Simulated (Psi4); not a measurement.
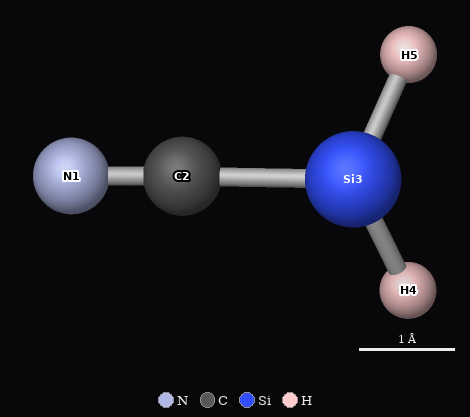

*The structure (ball-and-stick view, seen on its broad side; atoms are numbered from 1 in the order of the input).*

Bond lengths as drawn: C–N 1.17 Å, C–Si 1.81 Å and H–Si 1.49 Å.

**Run report: CH2NSi, excited-state calculation**

CH2NSi, multiplicity 2, SMILES N#C[SiH2], computed with TDA (SVWN-RPA)/6-31G**, UKS (Psi4 1.11).

The geometry was optimised with SVWN-RPA/6-31G**.

Input (ch2nsi.dat):
```python
memory 1.6 GB

molecule {
  0 2
  N      1.085285    -1.196185     1.568104
  C      0.588685    -0.577489     0.703875
  Si    -0.086533     0.332444    -0.712099
  H     -1.415935    -0.229746    -1.093277
  H     -0.097905     1.796654    -0.420797
}

set {
  basis     6-31G**
  reference uks
  save_jk   true
}

from psi4.driver.procrouting.response.scf_response import tdscf_excitations
energy_value, wavefunction = energy("svwn", return_wfn=True)
states = tdscf_excitations(wavefunction, states=6, tda=True)
print_variables()
```

Run on 1 thread of AMD EPYC (Zen 3), 128 GiB of memory available, shared host.

Launch command:
```bash
psi4 -i ch2nsi.dat -o ch2nsi.out -n 1
```

The program's output:
```
Psi4 1.11 release

   => Loading Basis Set <=

    Name: 6-31G**
    Role: ORBITAL
    Keyword: BASIS

         ---------------------------------------------------------
                                   SCF
                              UKS Reference
                        1 Threads,   1525 MiB Core
         ---------------------------------------------------------

  ==> Geometry <==

    Molecular point group: c1
    Full point group: C1

    Geometry (in Angstrom), charge = 0, multiplicity = 2:

       Center              X                  Y                   Z               Mass
    ------------   -----------------  -----------------  -----------------  -----------------
         N            0.758207222657    -0.967592163422     1.408153840017    14.003074004430
         C            0.261607222657    -0.348896163422     0.543924840017    12.000000000000
         SI          -0.413610777343     0.561036836578    -0.872049159983    27.976926534650
         H           -1.743012777343    -0.001153163422    -1.253227159983     1.007825032230
         H           -0.424982777343     2.025246836578    -0.580747159983     1.007825032230

  Running in c1 symmetry.

  Rotational constants: A =      4.35292  B =      0.17605  C =      0.17162 [cm^-1]
  Rotational constants: A = 130497.29375  B =   5277.85072  C =   5144.99831 [MHz]
  Nuclear repulsion =   75.264453962127831

  Charge       = 0
  Multiplicity = 2
  Electrons    = 29
  Nalpha       = 15
  Nbeta        = 14

  ==> Algorithm <==

  SCF Algorithm Type is DF.
  DIIS enabled.
  MOM disabled.
  Fractional occupation disabled.
  Guess Type is SAD.
  Energy threshold   = 1.00e-06
  Density threshold  = 1.00e-06
  Integral threshold = 1.00e-12

  ==> Primary Basis <==

  Basis Set: 6-31G**
    Blend: 6-31G**
    Number of shells: 26
    Number of basis functions: 59
    Number of Cartesian functions: 59
    Spherical Harmonics?: false
    Max angular momentum: 2

  ==> DFT Potential <==

   => LibXC <=

    Version 7.1.2

   => Composite Functional: SVWN <=

    Slater exchange
    Vosko, Wilk & Nusair (VWN5_RPA)

    Deriv               =              1
    GGA                 =          FALSE
    Meta                =          FALSE

    Exchange Hybrid     =          FALSE
    MP2 Hybrid          =          FALSE

   => Exchange Functionals <=

    1.0000         XC_LDA_X

   => Correlation Functionals <=

    1.0000   XC_LDA_C_VWN_RPA

   => LibXC Density Thresholds  <==

    XC_LDA_C_VWN_RPA:  1.00E-15
    XC_LDA_X:  1.00E-15

   => Molecular Quadrature <=

    Radial Scheme          =       TREUTLER
    Pruning Scheme         =           NONE
    Nuclear Scheme         =       TREUTLER

    Blocking Scheme        =         OCTREE
    BS radius alpha        =              1
    Pruning alpha          =              1
    Radial Points          =             75
    Spherical Points       =            302
    Total Points           =         108702
    Total Blocks           =            862
    Max Points             =            256
    Max Functions          =             58
    Weights Tolerance      =       1.00E-15

   => Loading Basis Set <=

    Name: (6-31G** AUX)
    Role: JKFIT
    Keyword: DF_BASIS_SCF

  ==> Integral Setup <==

  DFHelper Memory: AOs need 0.010 GiB; user supplied 1.079 GiB.
  SCF_SUBTYPE=INCORE selected. In-core MEM_DF algorithm will be used.
  Using in-core AOs.

  ==> MemDFJK: Density-Fitted J/K Matrices <==

    J tasked:                   Yes
    K tasked:                    No
    wK tasked:                   No
    Memory [MiB]:              1105
    Algorithm:                 Core
    Schwarz Cutoff:           1E-12
    Mask sparsity (%):       0.8044
    Fitting Condition:        1E-10

   => Auxiliary Basis Set <=

  Basis Set: (6-31G** AUX)
    Blend: CC-PVDZ-JKFIT
    Number of shells: 102
    Number of basis functions: 342
    Number of Cartesian functions: 342
    Spherical Harmonics?: false
    Max angular momentum: 3

  Cached 100.0% of DFT collocation blocks in 0.038 [GiB].

  Minimum eigenvalue in the overlap matrix is 2.7972040875E-03.
  Reciprocal condition number of the overlap matrix is 4.7876512918E-04.
    Using symmetric orthogonalization.

  ==> Pre-Iterations <==

  SCF Guess: Superposition of Atomic Densities via on-the-fly atomic UHF (no occupation information).

   -------------------------
    Irrep   Nso     Nmo
   -------------------------
     A         59      59
   -------------------------
    Total      59      59
   -------------------------

  ==> Iterations <==

                           Total Energy        Delta E     RMS |[F,P]|

   @DF-UKS iter SAD:  -381.54981208927450   -3.81550e+02   0.00000e+00
   @DF-UKS iter   1:  -381.85250900071992   -3.02697e-01   1.00459e-02 ADIIS/DIIS
   @DF-UKS iter   2:  -380.18237582313412    1.67013e+00   2.65441e-02 ADIIS/DIIS
   @DF-UKS iter   3:  -381.96655360754971   -1.78418e+00   7.13507e-03 ADIIS/DIIS
   @DF-UKS iter   4:  -382.02182488437677   -5.52713e-02   5.31113e-03 ADIIS/DIIS
   @DF-UKS iter   5:  -382.06423905872145   -4.24142e-02   7.56570e-04 ADIIS/DIIS
   @DF-UKS iter   6:  -382.06582536846997   -1.58631e-03   2.01365e-04 ADIIS/DIIS
   @DF-UKS iter   7:  -382.06589973981579   -7.43713e-05   3.68215e-05 DIIS
   @DF-UKS iter   8:  -382.06590411363788   -4.37382e-06   9.81660e-06 DIIS
   @DF-UKS iter   9:  -382.06590434956934   -2.35931e-07   2.19855e-06 DIIS
   @DF-UKS iter  10:  -382.06590436001937   -1.04500e-08   6.24624e-07 DIIS
  Energy and wave function converged.

  ==> Post-Iterations <==

   Electrons on quadrature grid:
      Nalpha   =   14.9999980741 ; deviation = -1.926e-06
      Nbeta    =   13.9999999967 ; deviation = -3.266e-09
      Ntotal   =   28.9999980709 ; deviation = -1.929e-06

   @Spin Contamination Metric:   1.658605505E-03
   @S^2 Expected:                7.500000000E-01
   @S^2 Observed:                7.516586055E-01
   @S   Expected:                5.000000000E-01
   @S   Observed:                5.000000000E-01

    Orbital Energies [Eh]
    ---------------------

    Alpha Occupied:

       1A    -65.194729     2A    -13.916007     3A     -9.857041
       4A     -5.093121     5A     -3.536294     6A     -3.533560
       7A     -3.531679     8A     -0.842442     9A     -0.578264
      10A     -0.431437    11A     -0.380476    12A     -0.348774
      13A     -0.333046    14A     -0.329936    15A     -0.233327

    Alpha Virtual:

      16A     -0.079661    17A     -0.057398    18A     -0.021167
      19A      0.026368    20A      0.056959    21A      0.079210
      22A      0.147474    23A      0.160320    24A      0.171827
      25A      0.425837    26A      0.431610    27A      0.457926
      28A      0.538103    29A      0.543089    30A      0.567237
      31A      0.584457    32A      0.599822    33A      0.621509
      34A      0.748297    35A      0.755497    36A      0.781803
      37A      0.945618    38A      1.010994    39A      1.038016
      40A      1.411418    41A      1.432335    42A      1.432983
      43A      1.488284    44A      1.502784    45A      1.848067
      46A      1.848571    47A      1.929502    48A      1.989494
      49A      1.997869    50A      2.070930    51A      2.364234
      52A      2.472074    53A      2.483654    54A      2.534212
      55A      2.631465    56A      2.835513    57A      2.953547
      58A      3.773166    59A      4.032814

    Beta Occupied:

       1A    -65.191816     2A    -13.913251     3A     -9.857496
       4A     -5.089433     5A     -3.530723     6A     -3.528977
       7A     -3.528713     8A     -0.838345     9A     -0.567027
      10A     -0.423759    11A     -0.374062    12A     -0.340898
      13A     -0.328791    14A     -0.326843

    Beta Virtual:

      15A     -0.190440    16A     -0.074096    17A     -0.043506
      18A     -0.008297    19A      0.036497    20A      0.072397
      21A      0.089256    22A      0.156629    23A      0.171444
      24A      0.197611    25A      0.444197    26A      0.447460
      27A      0.463931    28A      0.545937    29A      0.572723
      30A      0.581916    31A      0.591111    32A      0.615618
      33A      0.630187    34A      0.757396    35A      0.759160
      36A      0.789085    37A      0.953265    38A      1.019140
      39A      1.044657    40A      1.416453    41A      1.435051
      42A      1.435708    43A      1.490228    44A      1.508490
      45A      1.852010    46A      1.852520    47A      1.934444
      48A      1.995192    49A      2.003239    50A      2.075771
      51A      2.370932    52A      2.477101    53A      2.485484
      54A      2.538508    55A      2.637782    56A      2.841904
      57A      2.967332    58A      3.778956    59A      4.033923

    Final Occupation by Irrep:
              A
    DOCC [    14 ]
    SOCC [     1 ]
    NA   [    15 ]
    NB   [    14 ]

  @DF-UKS Final Energy:  -382.06590436001937

   => Energetics <=

    Nuclear Repulsion Energy =             75.2644539621278312
    One-Electron Energy =                -676.4654593814273085
    Two-Electron Energy =                 251.5339830265922387
    DFT Exchange-Correlation Energy =     -32.3988819673121640
    Empirical Dispersion Energy =           0.0000000000000000
    VV10 Nonlocal Energy =                  0.0000000000000000
    Total Energy =                       -382.0659043600193741

  UHF NO Occupations:
  HONO-2 :   13  A 1.9998684
  HONO-1 :   14  A 1.9995555
  HONO-0 :   15  A 1.0000000
  LUNO+0 :   16  A 0.0004445
  LUNO+1 :   17  A 0.0001316
  LUNO+2 :   18  A 0.0001274
  LUNO+3 :   19  A 0.0000903

Computation Completed

Properties will be evaluated at   0.000000,   0.000000,   0.000000 [a0]

Properties computed using the SCF density matrix

 Multipole Moments:

 ------------------------------------------------------------------------------------
     Multipole            Electronic (a.u.)      Nuclear  (a.u.)        Total (a.u.)
 ------------------------------------------------------------------------------------

 L = 1.  Multiply by 2.5417464519 to convert [e a0] to [Debye]
 Dipole X            :          1.5015701           -2.0436491           -0.5420790
 Dipole Y            :         -1.2436458            1.9125677            0.6689220
 Dipole Z            :          0.8027980           -1.7423967           -0.9395987
 Magnitude           :                                                    1.2744222

 ------------------------------------------------------------------------------------

	total time  =          4 seconds =       0.07 minutes

******************************************************************************************
**********                               WARNING                                **********
**********       The names of excited state variables changed between 1.5       **********
**********     and 1.6. For a quick solution, remove the symmetry specifier     **********
**********   from the variable name. For full details, see 'Notes on Psivars'   **********
**********                        in the documentation.                         **********
******************************************************************************************

         ---------------------------------------------------------
                         TDSCF excitation energies
         ---------------------------------------------------------

  ==> Options <==

     Residual threshold  : 1.0000e-04
     Initial guess       : denominators
     Reference           : UHF
     Solver type         : TDA (Davidson)

  ==> Requested Excitations <==

      6 singlet states with A symmetry

  ==> Seeking the lowest 6 singlet states with A symmetry

                         Generalized Davidson Solver

  ==> Options <==

    Max number of iterations        = 60
    Eigenvector tolerance           = 1.0000e-04
    Max number of expansion vectors = 1200

  => Iterations <=
                           Max[D[value]]     Max[|R|]   # vectors
  DavidsonSolver iter   1:   2.00053e-01  6.19673e-02     24
  DavidsonSolver iter   2:   6.24496e-03  1.37305e-02     30
  DavidsonSolver iter   3:   2.35124e-04  2.08282e-03     36
  DavidsonSolver iter   4:   3.78036e-06  2.65265e-04     42
  DavidsonSolver iter   5:   9.21415e-08  7.69689e-05     44      Converged

******************************************************************************************
**********                               WARNING                                **********
**********  Length-gauge rotatory strengths are **NOT** gauge-origin invariant  **********
******************************************************************************************

                                    Excitation Energy         Total Energy        Oscillator Strength             Rotatory Strength
     #   Sym: GS->ES (Trans)        au              eV              au          au (length)    au (velocity)    au (length)    au (velocity)
    ---- -------------------- --------------- --------------- --------------- --------------- --------------- --------------- ---------------
     1        A->A (1 A)       0.13683         3.72343        -381.92907       0.0005          0.0000         -0.0002         -0.0008
     2        A->A (1 A)       0.13956         3.79773        -381.92634       0.0014          0.0006          0.0001          0.0009
     3        A->A (1 A)       0.15377         4.18441        -381.91213       0.0049          0.0011          0.0006         -0.0001
     4        A->A (1 A)       0.15496         4.21674        -381.91094       0.0083          0.0023         -0.0007         -0.0000
     5        A->A (1 A)       0.18453         5.02123        -381.88138       0.0012          0.0001         -0.0000         -0.0000
     6        A->A (1 A)       0.19357         5.26727        -381.87234       0.1247          0.0126          0.0006          0.0002

Contributing excitations
Only contributions with abs(coeff) > 1.00e-01 will be printed:

Excited State    1 (1 A):   0.13683 au   332.98 nm f = 0.0005
Alpha orbitals:
  Sums of squares: Xssq =  3.711455e-03
Beta orbitals:
  Sums of squares: Xssq =  9.962885e-01
     14a (b) ->  15a (b)   -0.997647 (99.530%)

Excited State    2 (1 A):   0.13956 au   326.47 nm f = 0.0014
Alpha orbitals:
  Sums of squares: Xssq =  7.788550e-03
Beta orbitals:
  Sums of squares: Xssq =  9.922114e-01
     13a (b) ->  15a (b)    0.995692 (99.140%)

Excited State    3 (1 A):   0.15377 au   296.30 nm f = 0.0049
Alpha orbitals:
  Sums of squares: Xssq =  1.645247e-01
     15a (a) ->  17a (a)   -0.362107 (13.112%)
Beta orbitals:
  Sums of squares: Xssq =  8.354753e-01
     12a (b) ->  15a (b)    0.912738 (83.309%)

Excited State    4 (1 A):   0.15496 au   294.03 nm f = 0.0083
Alpha orbitals:
  Sums of squares: Xssq =  9.954714e-01
     15a (a) ->  16a (a)    0.997056 (99.412%)
Beta orbitals:
  Sums of squares: Xssq =  4.528609e-03

Excited State    5 (1 A):   0.18453 au   246.92 nm f = 0.0012
Alpha orbitals:
  Sums of squares: Xssq =  1.023563e-02
Beta orbitals:
  Sums of squares: Xssq =  9.897644e-01
     11a (b) ->  15a (b)    0.994283 (98.860%)

Excited State    6 (1 A):   0.19357 au   235.39 nm f = 0.1247
Alpha orbitals:
  Sums of squares: Xssq =  8.570812e-01
     14a (a) ->  16a (a)   -0.142511 ( 2.031%)
     15a (a) ->  17a (a)    0.876573 (76.838%)
     15a (a) ->  18a (a)   -0.231523 ( 5.360%)
Beta orbitals:
  Sums of squares: Xssq =  1.429188e-01
     12a (b) ->  15a (b)    0.300617 ( 9.037%)
     14a (b) ->  16a (b)   -0.168191 ( 2.829%)

******************************************************************************************
**********                               WARNING                                **********
**********       The names of excited state variables changed between 1.5       **********
**********     and 1.6. For a quick solution, remove the symmetry specifier     **********
**********   from the variable name. For full details, see 'Notes on Psivars'   **********
**********                        in the documentation.                         **********
******************************************************************************************

  Variable Map:
  ----------------------------------------------------------------------------
  "CURRENT ENERGY"              =>    -382.065904360019
  "CURRENT REFERENCE ENERGY"    =>    -382.065904360019
  "DD SOLVATION ENERGY"         =>       0.000000000000
  "DFT FUNCTIONAL TOTAL ENERGY" =>    -382.065904360019
  "DFT TOTAL ENERGY"            =>    -382.065904360019
  "DFT VV10 ENERGY"             =>       0.000000000000
  "DFT XC ENERGY"               =>     -32.398881967312
  "GRID ELECTRONS ALPHA"        =>      14.999998074128
  "GRID ELECTRONS BETA"         =>      13.999999996734
  "GRID ELECTRONS TOTAL"        =>      28.999998070863
  "NUCLEAR REPULSION ENERGY"    =>      75.264453962128
  "ONE-ELECTRON ENERGY"         =>    -676.465459381427
  "PCM POLARIZATION ENERGY"     =>       0.000000000000
  "PE ENERGY"                   =>       0.000000000000
  "SCF ITERATION ENERGY"        =>    -382.065904360019
  "SCF ITERATIONS"              =>      10.000000000000
  "SCF TOTAL ENERGY"            =>    -382.065904360019
  "TWO-ELECTRON ENERGY"         =>     251.533983026592
  "XC GRID RADIAL POINTS"       =>      75.000000000000
  "XC GRID SPHERICAL POINTS"    =>     302.000000000000
  "XC GRID TOTAL POINTS"        =>  108702.000000000000

  Array Variable Map:
  ----------------------------------------------------------------------------
  "CURRENT DIPOLE"              =>      -0.542079013807 ... -0.939598686157 1 by 3
  "SCF DIPOLE"                  =>      -0.542079013807 ... -0.939598686157 1 by 3
  "SCF TOTAL ENERGIES"          =>    -381.549812089274 ... -382.065904360019 1 by 11

    Psi4 run time: 0:00:16.81
```

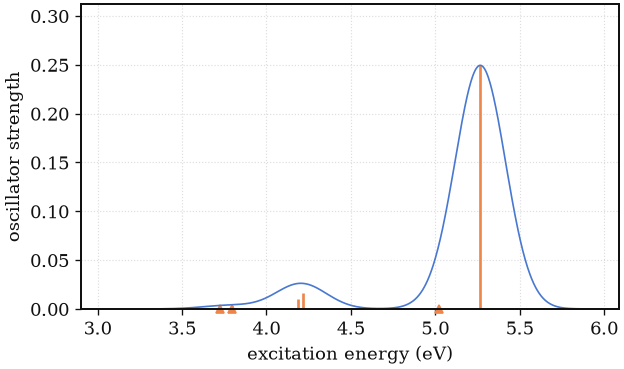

*Computed excitations as sticks (degenerate states added up, dark ones marked on the axis), with a Gaussian envelope of 0.35 eV full width at half maximum, scaled to the tallest.*

Of the 12 states the lowest lies at 3.72 eV (f = 0.001); the strongest line is at 5.27 eV, or 235 nm (f = 0.249, summed over 2 states that lie within 0.004 eV).

Key numbers:

| quantity | value |
| --- | --- |
| outcome | converged |
| total energy | −382.065904 hartree |
| basis functions | 59 |
| ⟨S²⟩ | 0.752 |
| dipole moment | 3.24 D |
| lowest excitation | 3.72 eV |
| wall time | 19 s |
| peak memory | 0.25 GiB |
